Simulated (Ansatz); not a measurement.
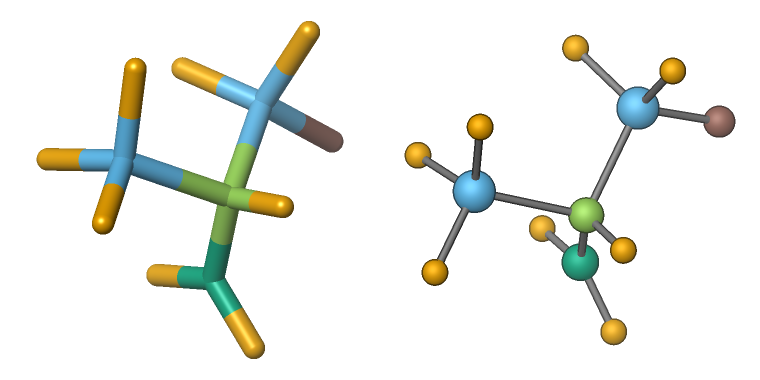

The picture comes from a calculation with Ansatz.

The same structure drawn twice, from different directions. Colours: boron teal, carbon green, silicon blue, fluorine brown, hydrogen orange.

Identify the structure.

It has 13 atoms: 1 carbon, 8 hydrogen, 1 boron, 1 fluorine and 2 silicon (CH8BFSi2). Its SMILES string is `B[C@H]([SiH3])[SiH2]F`. It has no ring. Among its groups: Si–H bond, B–H bond. The point group is C1. Coordination: 1 B trigonal planar; 1 C tetrahedral; 2 Si tetrahedral.
